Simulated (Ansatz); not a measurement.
CH₈OSn

```yaml
atoms:
  - { symbol: Sn, position_ang: [-0.2394, 1.4620, 0.4132] }
  - { symbol: O, position_ang: [0.5616, -0.3354, -0.4902] }
  - { symbol: C, position_ang: [-0.1617, -1.5315, -0.6964] }
  - { symbol: H, position_ang: [-1.5033, 1.3814, -0.7553] }
  - { symbol: H, position_ang: [0.6783, 2.8676, 0.1341] }
  - { symbol: H, position_ang: [-0.9618, 1.3294, 1.9530] }
  - { symbol: H, position_ang: [1.2298, -0.1465, 0.4750] }
  - { symbol: H, position_ang: [1.4623, 0.5238, 1.2479] }
  - { symbol: H, position_ang: [-0.4439, -1.9996, 0.2540] }
  - { symbol: H, position_ang: [-1.0704, -1.3182, -1.2652] }
  - { symbol: H, position_ang: [0.4486, -2.2329, -1.2701] }
```

A transition-state structure; geometry: PBE0-D4/def2-TZVP; core potentials replace the inner electrons of Sn.

Level of theory: RKS PBE0-D4/def2-TZVPP (Ansatz).

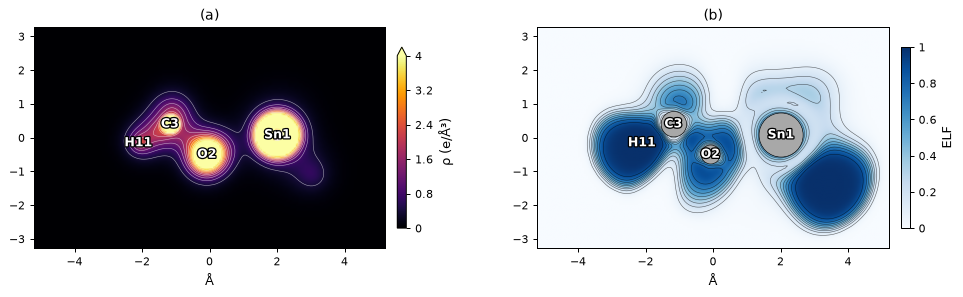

Figure 1. (a) electron density; (b) electron localisation function on the plane of atoms Sn1, O2 and C3. Grey discs cover the atomic cores in the ELF map.

What does the map show?

- Atoms in the plane: Sn, O, C and H.
- C–O (1.41 Å): ρ at the midpoint is about 2 e/Å³, with its minimum of 1.7 e/Å³ about 0.5 Å from C; the ELF peaks at about 0.90 between the atoms, as expected for a polar covalent bond.
- Sn–O (2.17 Å): ρ at the midpoint is about 0.52 e/Å³; the ELF peaks at about 0.85 in the valence shell of O, 0.6 Å from its nucleus, and drops to about 0.15 between the two atoms.
- C–H (1.09 Å): ρ at the midpoint is about 2.1 e/Å³; the ELF climbs to about 1 towards the hydrogen, as it does in any bond to H: a covalent bond by its length.
- The ELF also peaks beside O2, away from the bonds: lone-pair regions.

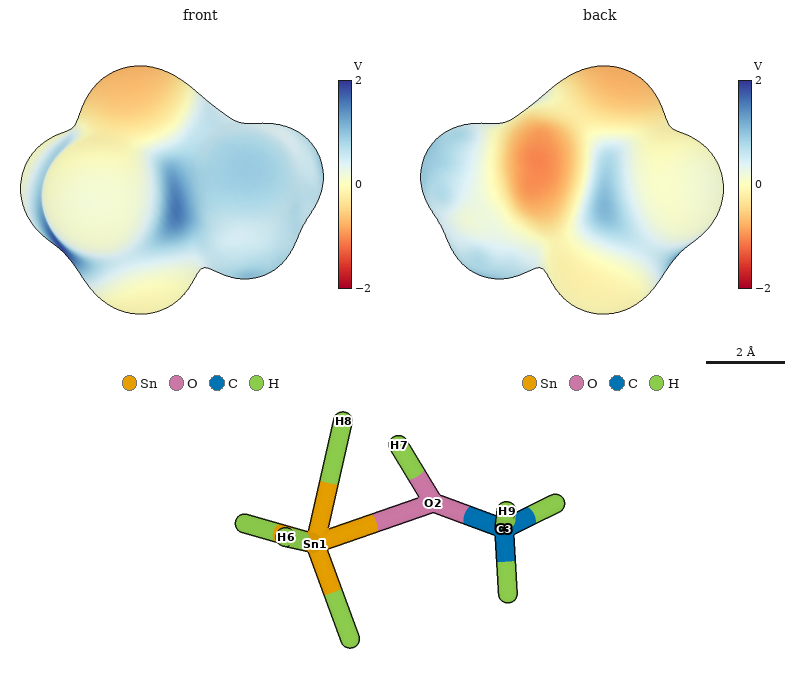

Figure 2. The electrostatic potential painted on the density surface at 0.002 e/bohr³, seen from the front and from behind; the colour scale runs from red (negative) to blue (positive). The bare structure is drawn below in the same view.

Which sites attract a positive test charge, and which a negative one?

A positive charge is drawn to the negative regions and a negative charge to the positive ones. The most negative region (about −1.0 V, or −23 kcal/mol for a unit charge) lies over O2, the most positive (about +1.7 V, or +39 kcal/mol for a unit charge) over Sn1. O2 is the likeliest acceptor of a hydrogen bond.

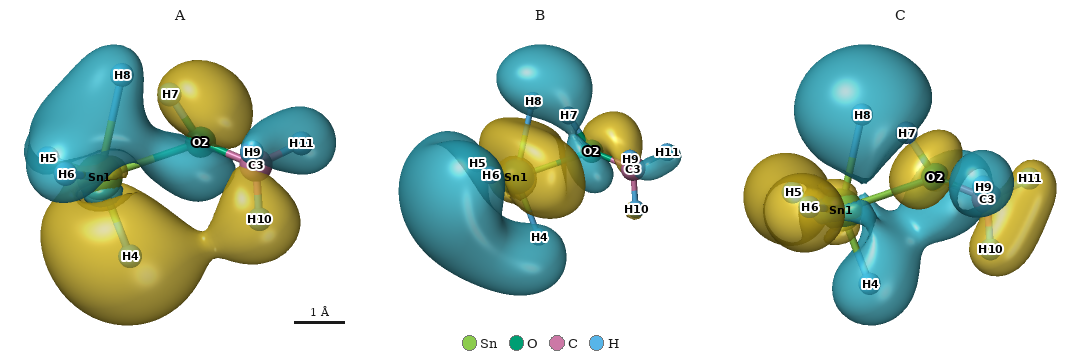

Figure 3. Three frontier orbitals at ±0.06 Å⁻³ᐟ² (yellow and cyan are the two phases), in no order.

Which picture is the HOMO−1, the HOMO and the LUMO?

A is the HOMO−1 (−8.70 eV). By Hirshfeld shares it lies mainly on H4 (about 30 %), Sn1 (about 30 %) and O2 (about 25 %). C is the HOMO (−7.10 eV). Its weight (Hirshfeld) is mainly on H8 (about 30 %), O2 (about 25 %), Sn1 (about 15 %) and H7 (about 10 %). B is the LUMO (−0.57 eV). By Hirshfeld shares it lies mainly on Sn1 (about 55 %), O2 (about 10 %), H8 (about 5 %), H6 (about 5 %), H5 (about 5 %) and H4 (about 5 %).

What is the HOMO–LUMO gap?

6.53 eV between the orbital energies.
